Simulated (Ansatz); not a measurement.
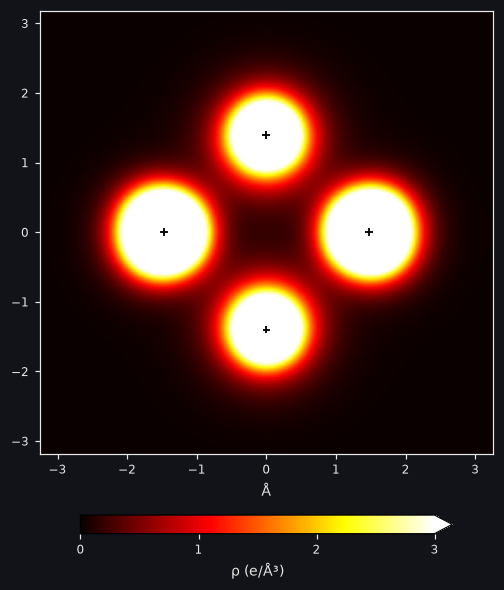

The total electron density on a plane through atoms (crosses mark nuclei in the plane).

Theory: RKS PBE0-D4/def2-TZVP (Ansatz).

Candidates:
A. C₃H₂
B. Ca₂O₂
C. F₂MoO₂

> Which system is this?

Candidate B: Ca₂O₂ on the molecular plane, which holds Ca and O. Ca–O (2.03 Å): ρ at the midpoint is about 0.6 e/Å³. Ca–Ca (2.95 Å): ρ is about 0.19 e/Å³ halfway.
